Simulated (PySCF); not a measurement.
NMR shielding calculation, with input and output: C₆H₁₂BNSi

C₆H₁₂BNSi, SMILES C#CB(N)C[SiH2]CC=C, computed with GIAO PBE0/pcSseg-1 NMR shielding, non-relativistic, gas phase (PySCF 2.14.0).

The geometry comes from this level: GFN2-xTB. It belongs to a series of runs on one base structure; here: constitutional isomer. Figures and captions count atoms from 1; the log counts them from 0 in places.

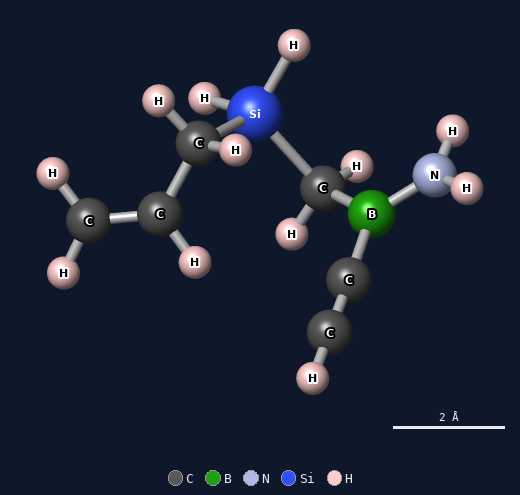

**Figure 1.** The input geometry (ball-and-stick view, seen at a tilt).

Key numbers

```csv
quantity,value
outcome,converged
total energy,−604.382134 hartree
HOMO,−6.87 eV
LUMO,−0.58 eV
dipole moment,2.02 D
"isotropic shielding, C",41.8 to 181.5 ppm
"isotropic shielding, B",68.0 ppm
"isotropic shielding, N",153.6 ppm
"isotropic shielding, Si",384.3 ppm
"isotropic shielding, H",24.8 to 31.4 ppm
hardware,"1 CPU thread, shared host"
wall time,64 s
peak memory,0.99 GiB
```

Input file
```
{"job": {"kind": "nmr", "xc": "PBE0", "basis": "pcSseg-1"}, "charge": 0, "multiplicity": 1}
C     -0.986624     2.813781     0.915634
C     -1.408853     1.737237     0.583415
B     -1.914080     0.372306     0.137415
N     -3.026324    -0.171545     0.765750
C     -1.157241    -0.433239    -0.994819
Si     0.110502    -1.653421    -0.267334
C      1.283935    -0.764031     0.953177
C      1.966442     0.380719     0.296074
C      3.228906     0.380951    -0.094002
H     -0.615462     3.754126     1.207482
H     -3.529500     0.287642     1.505770
H     -3.406842    -1.071199     0.526455
H     -1.856738    -1.006999    -1.603832
H     -0.628090     0.237702    -1.671723
H     -0.579186    -2.729990     0.468248
H      0.903908    -2.250280    -1.352500
H      0.697479    -0.399010     1.797541
H      2.020596    -1.471041     1.334916
H      1.340316     1.246314     0.123117
H      3.870427    -0.470602     0.068338
H      3.677508     1.227521    -0.585579
```

The first line tells a small driver script what to run in PySCF; the rest is the geometry in Å.

Run as:
```bash
OMP_NUM_THREADS=1 python <driver script> task.json out
```

The program's output
```
coarse grid: 17728 points
cycle   1  E = -604.2339239741  dE =  8.998e-01  |g| = 6.150e-01  |ddm| = 4.103e+00
cycle   2  E = -604.2005841666  dE =  3.334e-02  |g| = 7.139e-01  |ddm| = 1.224e+00
cycle   3  E = -604.3228921060  dE = -1.223e-01  |g| = 1.935e-01  |ddm| = 7.006e-01
cycle   4  E = -604.3321319998  dE = -9.240e-03  |g| = 4.639e-02  |ddm| = 1.572e-01
cycle   5  E = -604.3326212660  dE = -4.893e-04  |g| = 1.494e-02  |ddm| = 4.166e-02
cycle   6  E = -604.3326730701  dE = -5.180e-05  |g| = 3.837e-03  |ddm| = 1.469e-02
cycle   7  E = -604.3326763257  dE = -3.256e-06  |g| = 1.017e-03  |ddm| = 3.865e-03
final grid: 165840 points
cycle   8  E = -604.3821140937  dE = -4.121e-05  |g| = 8.843e-03  |ddm| = 3.433e-02
cycle   9  E = -604.3821069536  dE =  7.140e-06  |g| = 1.041e-02  |ddm| = 1.658e-02
cycle  10  E = -604.3821334638  dE = -2.651e-05  |g| = 1.482e-03  |ddm| = 8.999e-03
cycle  11  E = -604.3821339596  dE = -4.958e-07  |g| = 4.931e-04  |ddm| = 1.322e-03
cycle  12  E = -604.3821340144  dE = -5.477e-08  |g| = 1.788e-04  |ddm| = 4.307e-04
cycle  13  E = -604.3821340218  dE = -7.442e-09  |g| = 4.353e-05  |ddm| = 1.470e-04
cycle  14  E = -604.3821340222  dE = -4.259e-10  |g| = 1.415e-05  |ddm| = 4.404e-05
```

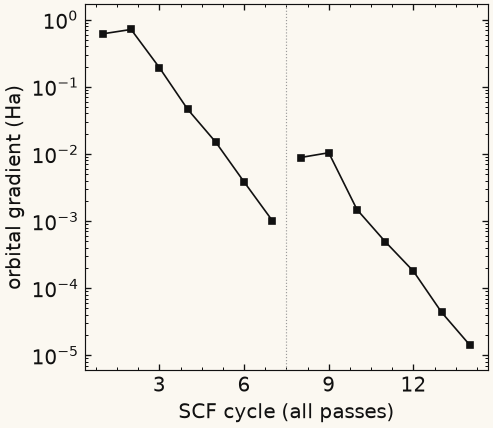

**Figure 2.** Convergence of the self-consistent field: orbital gradient against the SCF cycle. The dotted line marks the change from a coarse to the final integration grid. The first 7 cycles use a coarse grid, the final grid takes over at cycle 8, and the field converges after 14 cycles in all.

```
converged SCF energy = -604.3821340222

GIAO shielding tensors (ppm)
atom      isotropic    diamagn.    paramagn.     s11        s22        s33       span
  0 C       82.729     262.570    -179.840     11.444     21.704    215.040    203.596
  1 C       91.514     257.481    -165.967    -16.970     -3.112    294.624    311.594
  2 B       67.969     194.296    -126.326     22.417     61.938    119.553     97.136
  3 N      153.616     315.253    -161.637     54.011    201.307    205.531    151.521
  4 C      181.481     258.081     -76.600    164.375    178.941    201.128     36.752
  5 Si     384.315     881.613    -497.298    354.443    379.135    419.365     64.922
  6 C      163.804     254.358     -90.555    149.827    156.910    184.674     34.848
  7 C       41.789     258.420    -216.631    -82.904     44.559    163.711    246.615
  8 C       68.848     252.884    -184.036    -41.889     92.039    156.393    198.281
  9 H       29.172      34.158      -4.986     24.610     25.405     37.500     12.890
 10 H       27.501      28.589      -1.089     22.626     24.538     35.339     12.713
 11 H       27.847      30.407      -2.560     22.860     26.379     34.301     11.441
 12 H       31.409      31.453      -0.044     27.067     28.809     38.350     11.282
 13 H       30.825      34.010      -3.185     28.017     28.586     35.872      7.855
 14 H       27.394      30.604      -3.210     23.779     25.909     32.493      8.713
 15 H       27.505      30.230      -2.725     23.821     25.746     32.948      9.127
 16 H       29.816      33.470      -3.655     26.892     28.470     34.084      7.192
 17 H       29.965      32.094      -2.128     25.857     28.550     35.489      9.633
 18 H       24.751      35.930     -11.179     21.294     23.859     29.100      7.806
 19 H       26.453      31.005      -4.552     23.039     25.479     30.842      7.804
 20 H       26.560      30.616      -4.056     23.353     25.291     31.036      7.682
```

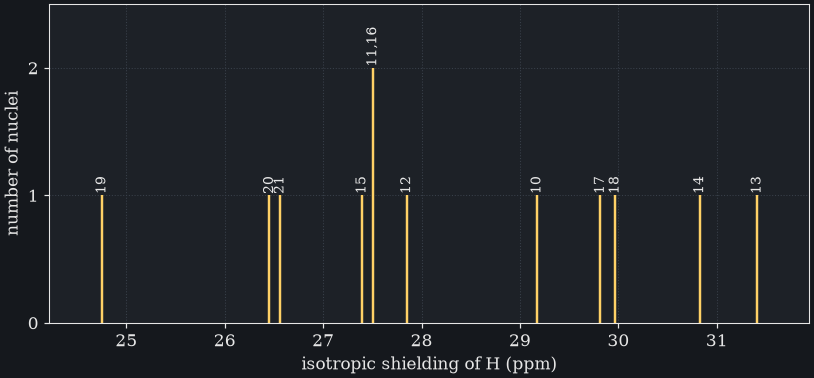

**Figure 3.** Isotropic shieldings of the hydrogen nuclei in this fixed geometry, labelled by atom number; shielding grows to the right, so chemical shift grows to the left. The least shielded is H19 (24.8 ppm), the most shielded H13 (31.4 ppm).

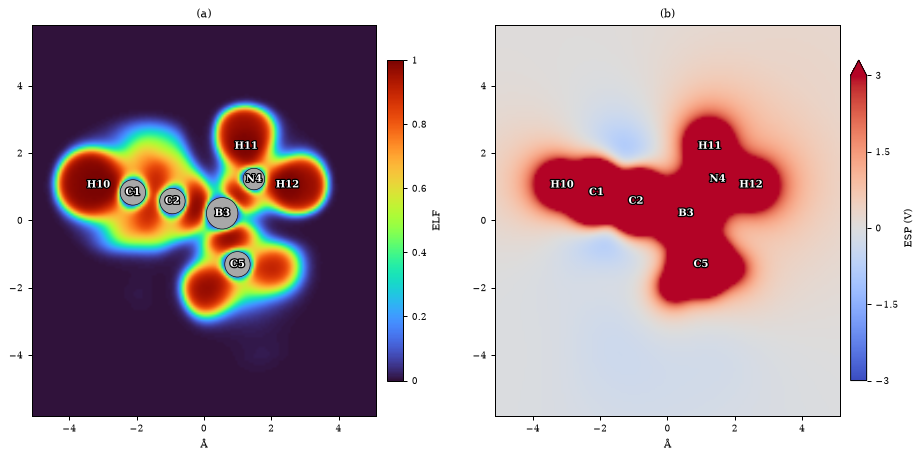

**Figure 4.** (a) ELF; (b) molecular electrostatic potential on the plane of atoms C2, B3 and C5. Grey discs, where drawn, cover atomic cores. The section cuts through C, B, N and H sites. C–C (1.20 Å): the ELF peaks at about 0.85 between the atoms (a double or triple bond). B–N (1.39 Å): the ELF peaks at about 0.90 between the atoms (a shared but strongly polarised pair). C–B (1.58 Å): the ELF peaks at about 0.95 between the atoms, which marks localised, shared-pair bonding.

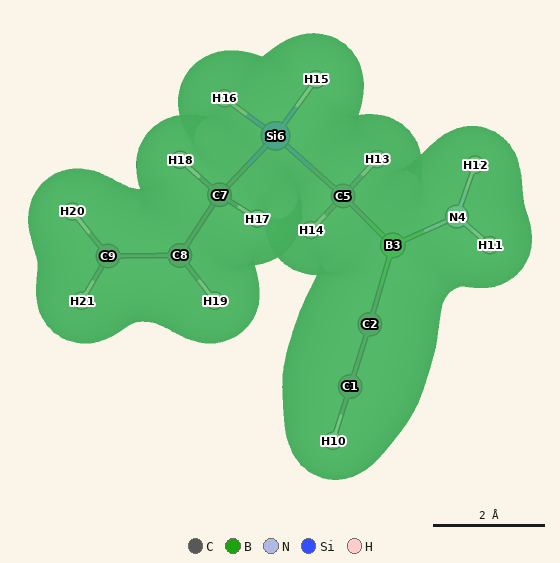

**Figure 5.** Isosurface of the total electron density at 0.1 e/Å³ (green), seen face on. At this value the surface is in one piece. On the grid the lowest density along these lines, outside the cores, is 2.8 e/Å³ (C–C, 1.20 Å), 1.6 e/Å³ (B–N, 1.39 Å), 1.2 e/Å³ (C–B, 1.52 Å) and 0.75 e/Å³ (C–Si, 1.90 Å).
